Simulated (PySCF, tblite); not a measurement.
**hydrazine (N2H4): dynamics, then NMR shifts on frames**

How do NMR shifts of hydrazine (N2H4) (`NN`) change as the atoms move?

The runs use tblite 0.8.0 and PySCF 2.14.0, with density-fitted response routines of our own; the level of theory stands in each step. All values are computed, except where a source is named. Atoms are numbered from 0 throughout.

## 1. The starting structure

6 atoms, charge 0, multiplicity 1; geometry from: GFN2-xTB.

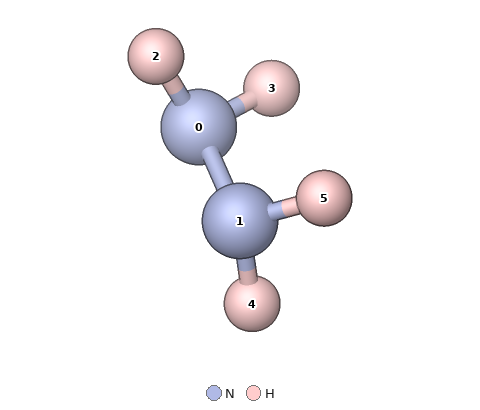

As it starts; nitrogen light blue, hydrogen pink, atoms numbered; sticks join atoms by distance.

## 2. A short Langevin run with GFN2-xTB

The job: settings as JSON, then the geometry in Å.

```
{"job": {"kind": "md", "xc": "GFN2-xTB", "basis": "xTB", "temperature": 300, "steps": 2000, "every": 50, "frames": 5}, "charge": 0, "multiplicity": 1}
N     -0.689146    -0.157837     0.249275
N      0.699247     0.163867     0.219341
H     -1.201924     0.701498     0.424485
H     -1.025949    -0.559513    -0.627960
H      1.219451    -0.691476     0.392368
H      1.001443     0.545450    -0.679084
```

With the program's defaults for keys left out, this is: GFN2-xTB Langevin dynamics, gas phase.

Run with:

```
$ OMP_NUM_THREADS=1 python probes_run.py task.json out
```

One launch serves the whole session: the jobs run in the order shown.

Standard output:

```text
t/fs     T/K      E/eV
    0.0   138.7   -212.72238
   25.0   171.0   -212.69350
   50.0   194.8   -212.68156
   75.0   354.7   -212.65589
  100.0   294.2   -212.64403
  125.0   170.3   -212.65328
  150.0   193.3   -212.59507
  175.0   227.1   -212.65741
  200.0   309.0   -212.65153
  225.0   274.3   -212.60764
  250.0   322.0   -212.57835
  275.0   358.6   -212.61897
  300.0   179.4   -212.55086
  325.0   254.3   -212.62401
  350.0   229.5   -212.58055
  375.0   385.3   -212.63331
  400.0   209.6   -212.57956
  425.0   268.5   -212.60270
  450.0   248.1   -212.48986
  475.0   109.0   -212.52082
  500.0   138.2   -212.57669
  525.0   199.4   -212.57871
  550.0   198.4   -212.47389
  575.0   247.1   -212.56699
  600.0   271.0   -212.59412
  625.0   347.4   -212.54899
  650.0   247.0   -212.54164
  675.0   297.0   -212.58022
  700.0   338.2   -212.62097
  725.0   317.0   -212.60210
  750.0   341.5   -212.62352
  775.0   223.6   -212.60824
  800.0   173.1   -212.55673
  825.0   255.2   -212.61787
  850.0   280.0   -212.66339
  875.0   220.4   -212.57552
  900.0   307.9   -212.59145
  925.0   287.0   -212.53112
  950.0   375.8   -212.56889
  975.0   378.8   -212.54848
 1000.0   319.2   -212.56273
```

It took 16 s on 1 thread of AMD EPYC, shared host.

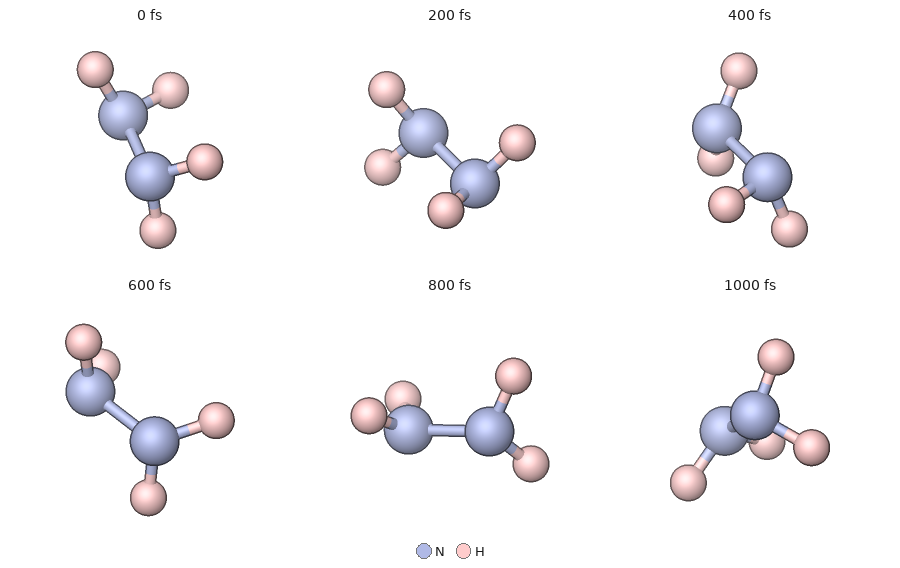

Frames of the run.

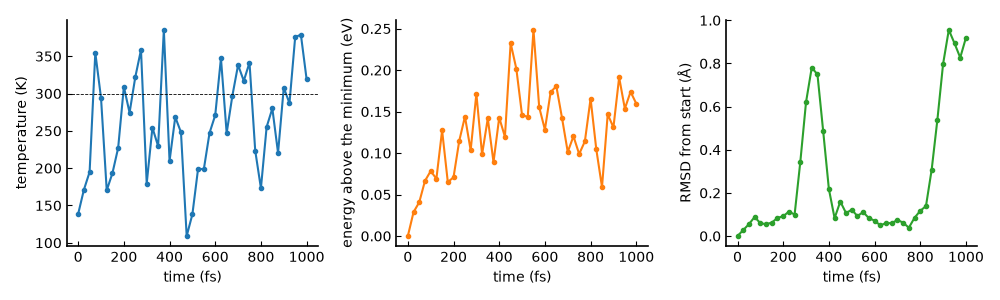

Temperature, potential energy and distance from the start.

Positions (Å) and forces (eV/Å) at 1000 fs:

```xyz
6

N    -0.976   -1.413   -0.154   -0.155    0.343    0.521
N    -0.396   -0.179   -0.660    1.517   -1.878   -1.019
H    -0.957   -2.240   -0.758    0.115    0.510   -0.338
H    -0.464   -1.687    0.692   -0.120    0.415   -0.303
H     0.382   -0.453   -1.332   -0.365    0.481    1.028
H    -1.012    0.280   -1.310   -0.992    0.128    0.111
```

## 3. Shielding tensors: 250 fs, PBE0/pcSseg-1

The job: settings as JSON, then the geometry in Å.

```
{"job": {"kind": "nmr", "xc": "PBE0", "basis": "pcSseg-1", "pop": false}, "charge": 0, "multiplicity": 1}
N     -1.270000    -0.632900     0.632800
N      0.150800    -0.384800     0.387300
H     -1.343400    -1.632700     0.460400
H     -1.433600    -0.562100     1.647500
H      0.279700     0.539100    -0.026200
H      0.808800    -0.605000     1.151500
```

With the program's defaults for keys left out, this is: GIAO PBE0/pcSseg-1 NMR shielding, non-relativistic, gas phase.

Standard output:

```text
coarse grid: 4608 points
cycle   1  E = -111.6906933657  dE =  2.336e-03  |g| = 3.100e-01  |ddm| = 1.922e+00
cycle   2  E = -111.6910944423  dE = -4.011e-04  |g| = 3.188e-01  |ddm| = 4.588e-01
cycle   3  E = -111.7121032626  dE = -2.101e-02  |g| = 4.241e-02  |ddm| = 2.276e-01
cycle   4  E = -111.7124379500  dE = -3.347e-04  |g| = 5.099e-03  |ddm| = 2.719e-02
cycle   5  E = -111.7124425668  dE = -4.617e-06  |g| = 2.009e-03  |ddm| = 4.212e-03
final grid: 43472 points
cycle   6  E = -111.7175507159  dE = -9.570e-06  |g| = 6.934e-03  |ddm| = 1.114e-02
cycle   7  E = -111.7175449595  dE =  5.756e-06  |g| = 8.811e-03  |ddm| = 9.423e-03
cycle   8  E = -111.7175606909  dE = -1.573e-05  |g| = 4.067e-04  |ddm| = 5.220e-03
cycle   9  E = -111.7175607178  dE = -2.693e-08  |g| = 1.630e-04  |ddm| = 2.986e-04
cycle  10  E = -111.7175607231  dE = -5.278e-09  |g| = 2.818e-05  |ddm| = 1.068e-04
cycle  11  E = -111.7175607233  dE = -1.924e-10  |g| = 1.864e-06  |ddm| = 2.951e-05
converged SCF energy = -111.7175607233

GIAO shielding tensors (ppm)
atom      isotropic    diamagn.    paramagn.     s11        s22        s33       span
  0 N      194.475     306.674    -112.199    158.691    162.503    262.230    103.539
  1 N      196.215     314.365    -118.149    147.068    172.244    269.334    122.266
  2 H       28.641      29.082      -0.441     21.687     27.260     36.977     15.289
  3 H       28.709      28.711      -0.001     21.841     27.445     36.842     15.001
  4 H       28.653      30.849      -2.196     22.585     26.584     36.788     14.203
  5 H       28.652      30.815      -2.163     21.966     27.355     36.635     14.669
```

It took 8.2 s on 1 thread of AMD EPYC, shared host.

Shifts follow as δ = σ(reference) − σ, with reference shieldings (ppm) from runs at the same level and on the same kind of geometry: 1H TMS 31.72, 15N NH3 267.7. The references are single molecules in the gas phase, so shifts against H2O, NH3, PH3, H3PO4 or CFCl3 are not on the usual liquid scales and can be off by tens of ppm. Each atom is listed at this fixed geometry, with no averaging over motion; a spectrum would average atoms that exchange fast.

```csv
atoms,environment,σ (ppm),δ (ppm)
H2,hydrogen on a nitrogen bonded to N,28.64,3.08
H5,hydrogen on a nitrogen bonded to N,28.65,3.07
H4,hydrogen on a nitrogen bonded to N,28.65,3.06
H3,hydrogen on a nitrogen bonded to N,28.71,3.01
N0,"nitrogen bonded to N, 2 H",194.5,73.3
N1,"nitrogen bonded to N, 2 H",196.2,71.5
```

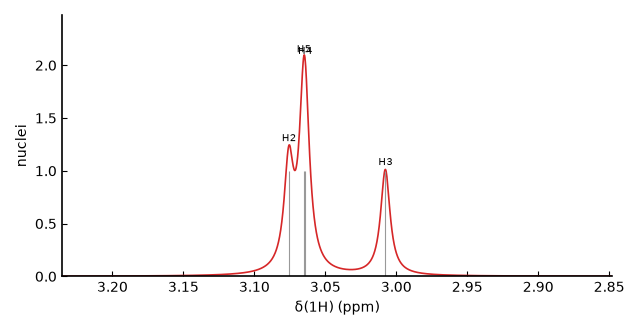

1H lines at the computed shifts, without couplings. Lines are broadened to a width of 0.01 ppm (Lorentzian).

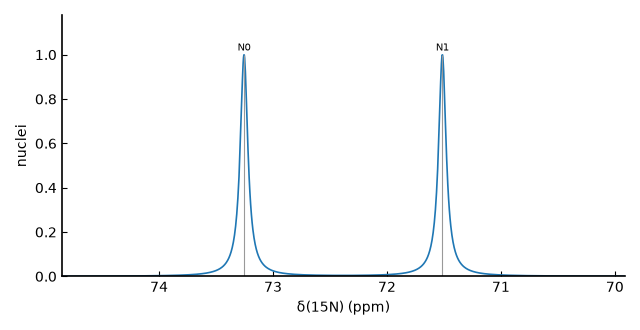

15N lines at the computed shifts, without couplings. Lines are broadened to a width of 0.08 ppm (Lorentzian).

The fields below are evaluated on a grid from the run's orbitals.

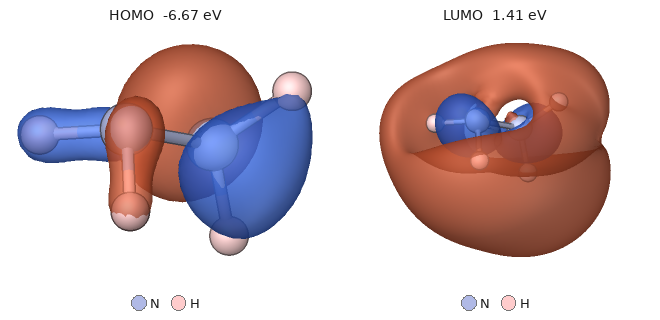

Frontier orbitals at PBE0/pcSseg-1; each surface holds 70 % of the orbital's density, blue and red mark the sign.

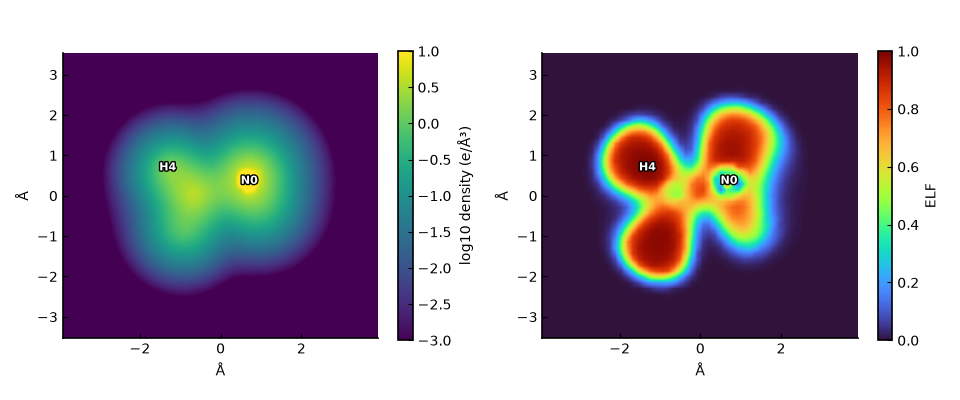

Density (left) and ELF (right) in a plane through or near 2 of the atoms.

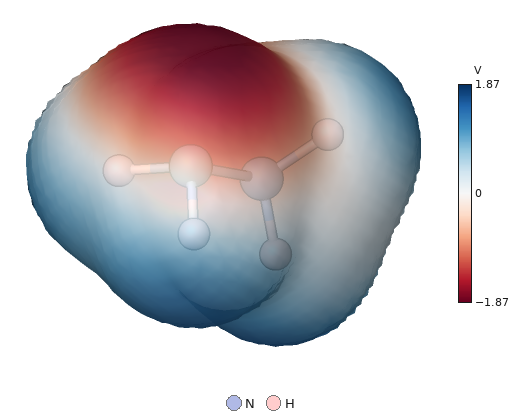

The potential that a unit positive charge feels on the 0.002 e/bohr³ surface, from the 1st to the 99th percentile, from -1.87 V near N0 to 1.47 V near H5.

## 4. NMR shieldings: 425 fs, PBE0/pcSseg-1

The job: settings as JSON, then the geometry in Å.

```
{"job": {"kind": "nmr", "xc": "PBE0", "basis": "pcSseg-1", "pop": false}, "charge": 0, "multiplicity": 1}
N     -1.514500    -0.889200     0.592300
N     -0.202200    -0.486300     0.236400
H     -2.164800    -0.854600    -0.140900
H     -1.508900    -1.785600     1.048100
H      0.266000    -0.330200     1.152500
H      0.398600    -1.181700    -0.235500
```

Method: GIAO PBE0/pcSseg-1 NMR shielding, non-relativistic, gas phase.

Standard output:

```text
coarse grid: 4608 points
cycle   1  E = -111.6868108907  dE =  8.164e-02  |g| = 3.277e-01  |ddm| = 1.951e+00
cycle   2  E = -111.6861920236  dE =  6.189e-04  |g| = 3.435e-01  |ddm| = 5.151e-01
cycle   3  E = -111.7105046871  dE = -2.431e-02  |g| = 4.330e-02  |ddm| = 2.527e-01
cycle   4  E = -111.7108502919  dE = -3.456e-04  |g| = 4.773e-03  |ddm| = 2.782e-02
cycle   5  E = -111.7108548487  dE = -4.557e-06  |g| = 1.067e-03  |ddm| = 4.053e-03
final grid: 43472 points
cycle   6  E = -111.7168346220  dE = -9.245e-06  |g| = 6.952e-03  |ddm| = 1.109e-02
cycle   7  E = -111.7168291820  dE =  5.440e-06  |g| = 8.705e-03  |ddm| = 9.827e-03
cycle   8  E = -111.7168447147  dE = -1.553e-05  |g| = 2.757e-04  |ddm| = 5.454e-03
cycle   9  E = -111.7168447254  dE = -1.078e-08  |g| = 1.311e-04  |ddm| = 2.042e-04
cycle  10  E = -111.7168447286  dE = -3.212e-09  |g| = 3.146e-05  |ddm| = 8.686e-05
cycle  11  E = -111.7168447289  dE = -2.205e-10  |g| = 1.652e-06  |ddm| = 3.060e-05
converged SCF energy = -111.7168447289

GIAO shielding tensors (ppm)
atom      isotropic    diamagn.    paramagn.     s11        s22        s33       span
  0 N      208.419     308.306     -99.887    165.204    186.089    273.964    108.760
  1 N      193.594     311.562    -117.968    149.212    181.452    250.117    100.906
  2 H       30.156      30.671      -0.515     24.587     27.402     38.478     13.891
  3 H       29.466      29.132       0.334     21.062     28.838     38.497     17.435
  4 H       28.602      30.217      -1.615     21.561     27.503     36.743     15.182
  5 H       29.058      30.636      -1.578     22.632     27.105     37.437     14.805
```

Wall time 5.3 s (1 thread of AMD EPYC, shared host).

Key values: δ N1 74.1, N0 59.3, H4 3.11, H5 2.66 ppm.

## 5. NMR shieldings: 625 fs, PBE0/pcSseg-1

The job: settings as JSON, then the geometry in Å.

```
{"job": {"kind": "nmr", "xc": "PBE0", "basis": "pcSseg-1", "pop": false}, "charge": 0, "multiplicity": 1}
N     -1.858600    -0.749400     0.541300
N     -0.637300    -0.735800    -0.155200
H     -2.042800     0.197500     0.702400
H     -2.633100    -1.209200     0.036400
H     -0.149000    -1.639600     0.022500
H     -0.652000    -0.542400    -1.095100
```

With the program's defaults for keys left out, this is: GIAO PBE0/pcSseg-1 NMR shielding, non-relativistic, gas phase.

Standard output:

```text
coarse grid: 4608 points
cycle   1  E = -111.6848734488  dE =  1.269e-01  |g| = 3.304e-01  |ddm| = 1.964e+00
cycle   2  E = -111.6840915772  dE =  7.819e-04  |g| = 3.481e-01  |ddm| = 5.128e-01
cycle   3  E = -111.7089326691  dE = -2.484e-02  |g| = 3.981e-02  |ddm| = 2.500e-01
cycle   4  E = -111.7092197011  dE = -2.870e-04  |g| = 4.645e-03  |ddm| = 2.551e-02
cycle   5  E = -111.7092237268  dE = -4.026e-06  |g| = 1.430e-03  |ddm| = 3.852e-03
final grid: 43472 points
cycle   6  E = -111.7154903099  dE = -1.059e-05  |g| = 6.496e-03  |ddm| = 1.121e-02
cycle   7  E = -111.7154862803  dE =  4.030e-06  |g| = 7.919e-03  |ddm| = 8.863e-03
cycle   8  E = -111.7154989472  dE = -1.267e-05  |g| = 2.445e-04  |ddm| = 4.877e-03
cycle   9  E = -111.7154989560  dE = -8.887e-09  |g| = 1.116e-04  |ddm| = 1.934e-04
cycle  10  E = -111.7154989583  dE = -2.249e-09  |g| = 3.423e-05  |ddm| = 7.700e-05
cycle  11  E = -111.7154989585  dE = -2.409e-10  |g| = 1.584e-06  |ddm| = 2.570e-05
converged SCF energy = -111.7154989585

GIAO shielding tensors (ppm)
atom      isotropic    diamagn.    paramagn.     s11        s22        s33       span
  0 N      208.473     309.166    -100.692    162.131    196.779    266.509    104.378
  1 N      209.368     313.564    -104.196    159.652    197.106    271.345    111.693
  2 H       29.736      31.135      -1.399     22.169     28.463     38.577     16.407
  3 H       28.935      28.131       0.804     21.659     27.574     37.573     15.914
  4 H       28.766      29.812      -1.045     21.505     27.287     37.507     16.002
  5 H       30.843      34.069      -3.226     23.910     28.908     39.713     15.803
```

Wall time 3.1 s (1 thread of AMD EPYC, shared host).

This run: δ N0 59.3, N1 58.4, H4 2.95, H3 2.78 ppm.

## 6. NMR shieldings: 800 fs, PBE0/pcSseg-1

The job: settings as JSON, then the geometry in Å.

```
{"job": {"kind": "nmr", "xc": "PBE0", "basis": "pcSseg-1", "pop": false}, "charge": 0, "multiplicity": 1}
N     -1.282200    -0.874500     0.173800
N     -0.539700    -0.516300    -1.017800
H     -1.338200    -0.045700     0.716500
H     -2.140600    -1.442400     0.058400
H     -0.165800    -1.364100    -1.479900
H     -1.012200     0.086900    -1.690800
```

Method: GIAO PBE0/pcSseg-1 NMR shielding, non-relativistic, gas phase.

Standard output:

```text
coarse grid: 4608 points
cycle   1  E = -111.6859572607  dE =  2.214e-02  |g| = 3.165e-01  |ddm| = 1.942e+00
cycle   2  E = -111.6853885444  dE =  5.687e-04  |g| = 3.323e-01  |ddm| = 4.904e-01
cycle   3  E = -111.7082102221  dE = -2.282e-02  |g| = 4.016e-02  |ddm| = 2.387e-01
cycle   4  E = -111.7085082360  dE = -2.980e-04  |g| = 4.822e-03  |ddm| = 2.706e-02
cycle   5  E = -111.7085129002  dE = -4.664e-06  |g| = 9.924e-04  |ddm| = 4.296e-03
final grid: 43472 points
cycle   6  E = -111.7140350928  dE = -1.009e-05  |g| = 6.697e-03  |ddm| = 1.083e-02
cycle   7  E = -111.7140303596  dE =  4.733e-06  |g| = 8.312e-03  |ddm| = 9.383e-03
cycle   8  E = -111.7140445243  dE = -1.416e-05  |g| = 2.775e-04  |ddm| = 5.127e-03
cycle   9  E = -111.7140445353  dE = -1.093e-08  |g| = 1.372e-04  |ddm| = 2.101e-04
cycle  10  E = -111.7140445388  dE = -3.542e-09  |g| = 3.718e-05  |ddm| = 9.426e-05
cycle  11  E = -111.7140445391  dE = -3.076e-10  |g| = 1.810e-06  |ddm| = 3.486e-05
converged SCF energy = -111.7140445391

GIAO shielding tensors (ppm)
atom      isotropic    diamagn.    paramagn.     s11        s22        s33       span
  0 N      196.833     311.652    -114.819    149.136    171.710    269.654    120.518
  1 N      193.229     311.331    -118.103    148.757    172.163    258.765    110.009
  2 H       29.086      31.238      -2.152     22.309     27.497     37.451     15.142
  3 H       28.205      28.579      -0.374     21.555     26.687     36.373     14.818
  4 H       28.673      29.344      -0.672     22.401     26.796     36.821     14.420
  5 H       28.894      29.845      -0.951     22.093     27.190     37.398     15.305
```

Wall time 4.2 s (1 thread of AMD EPYC, shared host).

Key values: δ N1 74.5, N0 70.9, H3 3.51, H4 3.04 ppm.

## 7. Nuclear shieldings: 1000 fs, PBE0/pcSseg-1

The job: settings as JSON, then the geometry in Å.

```
{"job": {"kind": "nmr", "xc": "PBE0", "basis": "pcSseg-1", "pop": false}, "charge": 0, "multiplicity": 1}
N     -0.975900    -1.412900    -0.154500
N     -0.395500    -0.178600    -0.660200
H     -0.956700    -2.239800    -0.757600
H     -0.464300    -1.686800     0.691700
H      0.381700    -0.453400    -1.332000
H     -1.012000     0.279800    -1.309500
```

With the program's defaults for keys left out, this is: GIAO PBE0/pcSseg-1 NMR shielding, non-relativistic, gas phase.

Standard output:

```text
coarse grid: 4608 points
cycle   1  E = -111.6882030159  dE =  3.536e-03  |g| = 3.148e-01  |ddm| = 1.920e+00
cycle   2  E = -111.6885021484  dE = -2.991e-04  |g| = 3.233e-01  |ddm| = 4.828e-01
cycle   3  E = -111.7102261901  dE = -2.172e-02  |g| = 4.751e-02  |ddm| = 2.408e-01
cycle   4  E = -111.7106519406  dE = -4.258e-04  |g| = 5.018e-03  |ddm| = 3.033e-02
cycle   5  E = -111.7106572442  dE = -5.304e-06  |g| = 6.099e-04  |ddm| = 4.142e-03
final grid: 43472 points
cycle   6  E = -111.7162269868  dE = -9.232e-06  |g| = 6.588e-03  |ddm| = 1.063e-02
cycle   7  E = -111.7162219422  dE =  5.045e-06  |g| = 8.277e-03  |ddm| = 9.417e-03
cycle   8  E = -111.7162361819  dE = -1.424e-05  |g| = 2.194e-04  |ddm| = 5.261e-03
cycle   9  E = -111.7162361901  dE = -8.163e-09  |g| = 6.569e-05  |ddm| = 1.713e-04
cycle  10  E = -111.7162361906  dE = -5.106e-10  |g| = 4.732e-05  |ddm| = 6.394e-05
cycle  11  E = -111.7162361910  dE = -4.492e-10  |g| = 2.068e-06  |ddm| = 2.873e-05
converged SCF energy = -111.7162361910

GIAO shielding tensors (ppm)
atom      isotropic    diamagn.    paramagn.     s11        s22        s33       span
  0 N      192.264     308.331    -116.068    146.199    171.095    259.497    113.298
  1 N      192.744     309.377    -116.632    154.113    166.491    257.629    103.516
  2 H       29.236      28.999       0.237     22.709     27.400     37.600     14.891
  3 H       28.963      29.610      -0.647     22.862     26.936     37.092     14.230
  4 H       28.155      29.500      -1.345     20.364     27.382     36.720     16.356
  5 H       29.531      30.267      -0.736     24.417     26.685     37.490     13.074
```

Wall time 3.9 s (1 thread of AMD EPYC, shared host).

In short: δ N0 75.5, N1 75.0, H4 3.56, H3 2.75 ppm.

## 8. Comparing the runs: NMR shifts

Shifts (ppm), with basis size and wall time:

```csv
frame,H2,H5,H4,H3,N0,N1,functions,time
250 fs,3.08,3.07,3.06,3.01,73.3,71.5,54,8.2 s
425 fs,1.56,2.66,3.11,2.25,59.3,74.1,54,5.3 s
625 fs,1.98,0.87,2.95,2.78,59.3,58.4,54,3.1 s
800 fs,2.63,2.82,3.04,3.51,70.9,74.5,54,4.2 s
1000 fs,2.48,2.19,3.56,2.75,75.5,75.0,54,3.9 s
```

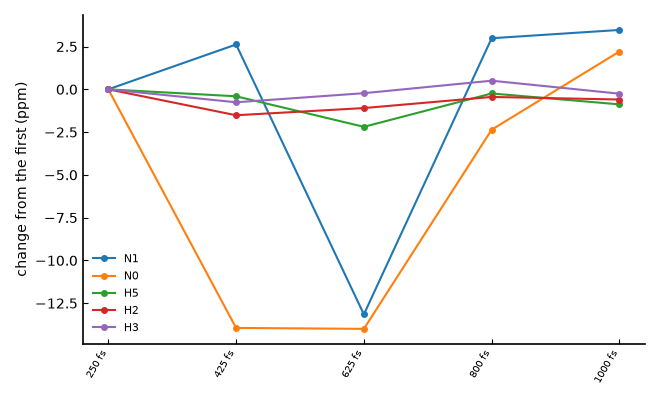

How five of the tabulated atoms move from run to run.

## 9. Results

```
                                      quantity                       value
                                    thermostat                       300 K
                 mean temperature, second half                       274 K
       mean potential energy above the minimum                     0.14 eV
 1H shifts against TMS (PBE0/pcSseg-1, 250 fs)  3.08, 3.07, 3.06, 3.01 ppm
15N shifts against NH3 (PBE0/pcSseg-1, 250 fs)              73.3, 71.5 ppm
         surface potential, 1st and 99th percentile          -1.87 V and 1.47 V
                      range of the shift of N1            58.4 to 75.0 ppm
```

**Reading.** In the second half the potential energy averages 0.14 eV above the minimum; equipartition over 12 harmonic modes at 300 K would give 0.16 eV. With 6 atoms the temperature swings widely (109 to 385 K). Shifts at one fixed geometry are not the observed spectrum, which averages over the motion. In the first frame run (250 fs): The largest span, 122 ppm, is at N1, where the paramagnetic term is -118 ppm. In ppm, N1 moves most: its shift spreads over 16.6 ppm, from 58.4 (625 fs) to 75.0 (1000 fs).
